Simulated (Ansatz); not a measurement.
C₂FSi (doublet)

Input file:

```
crystal:
  periodic: [false, false, false]
  atoms:
    - { symbol: F, position_ang: [0.06544, 0.10714, 1.69386] }
    - { symbol: C, position_ang: [-0.04216, -0.11674, 0.40216] }
    - { symbol: C, position_ang: [-0.33091, -0.80264, -0.63223] }
    - { symbol: Si, position_ang: [0.30763, 0.81224, -1.46379] }
magnetization:
  spin_polarized: true
  initial_magnetization: 1
basis:
  gaussian: { orbitals: "6-31G" }
hamiltonian:
  xc: cam_b3lyp
  dispersion: d4
relax:
  f_tol: 0.02
  max_steps: 40
output:
  orbitals: {}
```

Run with:

```sh
ansatz run input.yaml --threads 1 --pin off --max-ram 2048MiB --backend cpu --events-out ev --progress --plain --runs-dir out
```

The fields are those of the relaxed geometry.

Method: UKS CAM-B3LYP-D4/6-31G in Ansatz.

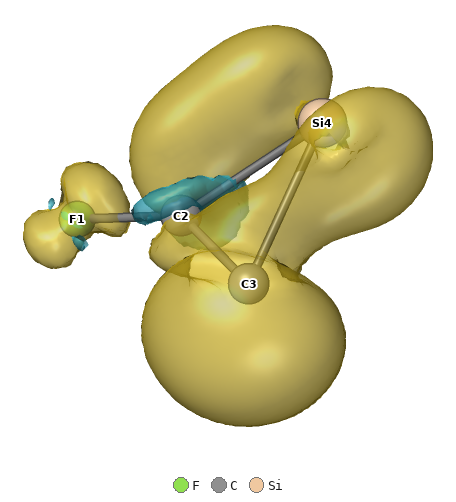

Figure 1. Isosurfaces of the spin density at +0.02 (yellow) and −0.02 e/Å³ (cyan), seen at a tilt.

### Describe the spin distribution.

The unpaired spin (1 electron) lies mostly on C3 (about 0.6), Si4 (about 0.2) and C2 (about 0.1), in electrons by Hirshfeld's partition.

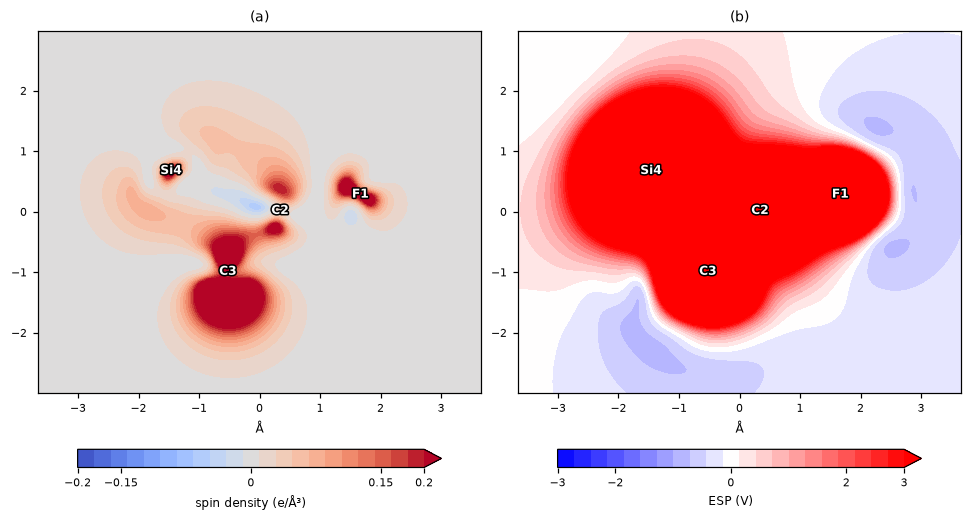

Figure 2. (a) spin density (α minus β); (b) molecular electrostatic potential on the molecular plane.

### Read the bonding off the picture.

- The section cuts through F, C and Si sites.
- Outside the dense part of the molecule the potential is most negative (−0.8 V) near C3.

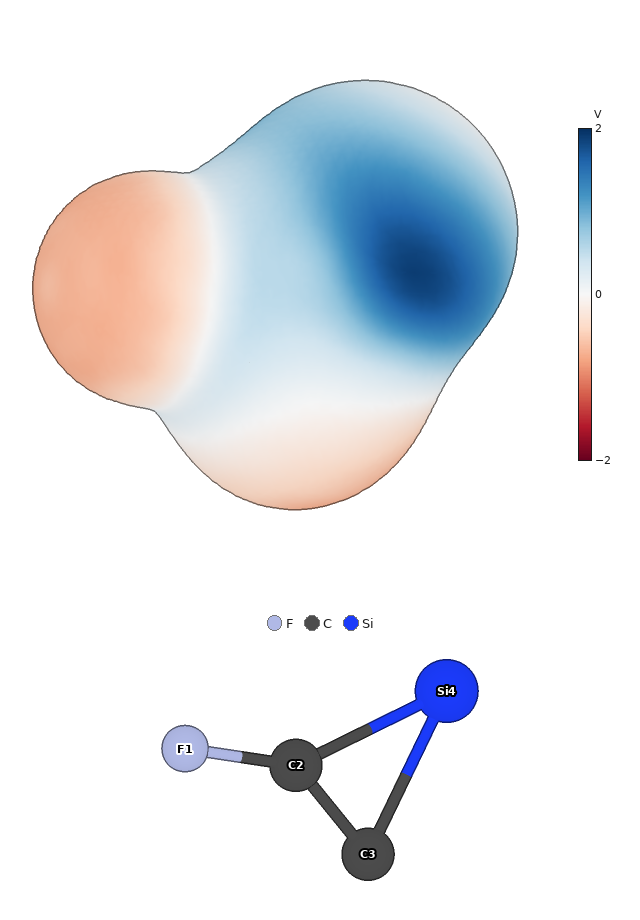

Figure 3. The electrostatic potential painted on the density surface at 0.002 e/bohr³, seen at a tilt; red is negative and blue positive. The bare structure is drawn below in the same view.

### Which sites attract a positive test charge, and which a negative one?

A positive charge is drawn to the negative regions and a negative charge to the positive ones. The most negative region (about −0.8 V) lies over C3, the most positive (about +1.9 V) over Si4.

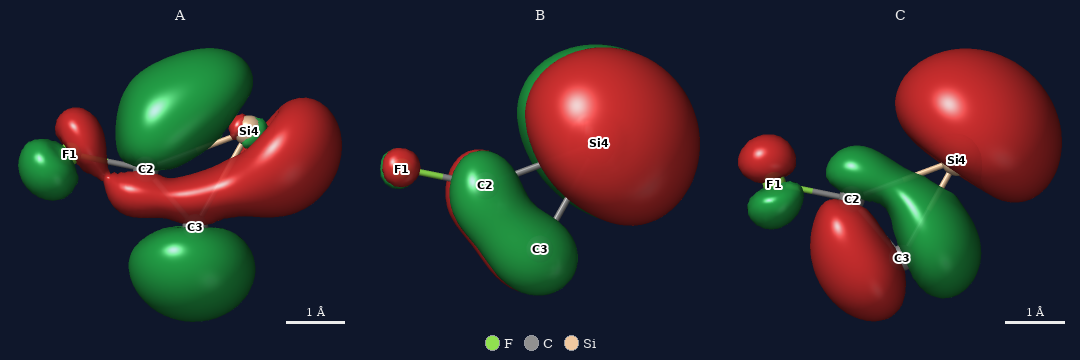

Figure 4. Three frontier orbitals at ±0.1 Å⁻³ᐟ² (green and red are the two phases), in no order.

### Which picture is the HOMO−1, the HOMO and the LUMO? All are α orbitals.

C is the HOMO−1 (α) (−9.27 eV). By Hirshfeld shares it lies mainly on Si4 (about 60 %), C3 (about 25 %) and C2 (about 10 %); it is symmetric in the molecular plane (an in-plane orbital: σ, lone-pair or in-plane π type). A is the HOMO (α) (−8.09 eV). Its weight (Hirshfeld) is mainly on C3 (about 40 %), Si4 (about 30 %), C2 (about 20 %) and F1 (about 10 %); it is symmetric in the molecular plane (an in-plane orbital: σ, lone-pair or in-plane π type). B is the LUMO (α) (−1.38 eV). It lies mainly on Si4 (about 80 %), C3 (about 10 %) and C2 (about 10 %); it changes sign across the molecular plane (π type); π-bonding across C2–C3.

### What is the gap between the highest occupied and lowest empty α orbitals?

6.71 eV between the orbital energies.
